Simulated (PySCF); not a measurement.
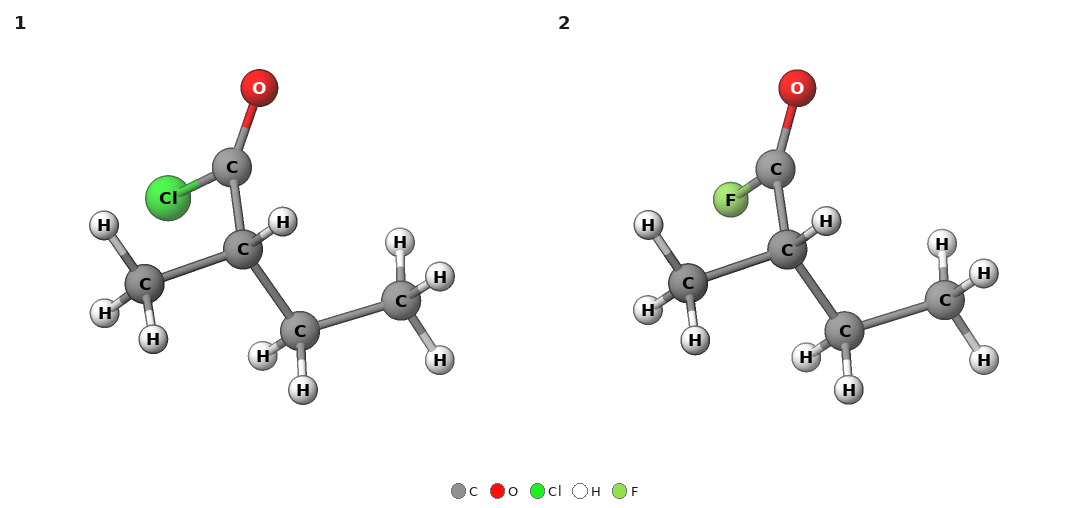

2 molecules with one skeleton, seen from the same side and at one scale. Each species is neutral and a spin singlet. Computed geometries: GFN2-xTB optimisations, one conformation each. Properties computed with PySCF 2.14.0.

One atom differs, called X below: Cl in panel 1, F in panel 2. Their formulas are C5H9ClO (`CC[C@H](C)C(=O)Cl`), C5H9FO (`CC[C@H](C)C(=O)F`).

> In which is the HOMO energy (Kohn–Sham orbital) higher (CAM-B3LYP/def2-SVPD)?

In panel 1 (X = Cl).

> In which is the HOMO–LUMO gap larger (CAM-B3LYP/def2-SVPD)?

In panel 2 (X = F).

Give the values. With GFN2-xTB: length of X–C (Å), angle C–C–X (°). With CAM-B3LYP/def2-SVPD: dipole moment (D), HOMO energy (Kohn–Sham orbital) (eV), HOMO–LUMO gap (eV), mean static polarisability (bohr³), lowest vertical singlet excitation (eV).

```tsv
quantity	1 (Cl)	2 (F)	2 − 1
length of X–C (Å)	1.773	1.368	−0.405
angle C–C–X (°)	113.0	111.2	−1.8
dipole moment (D)	3.14	3.33	+0.19
HOMO energy (Kohn–Sham orbital) (eV)	−9.78	−10.28	−0.50
HOMO–LUMO gap (eV)	9.89	10.98	+1.09
mean static polarisability (bohr³)	76.4	63.5	−12.9
lowest vertical singlet excitation (eV)	5.07	5.97	+0.90
```
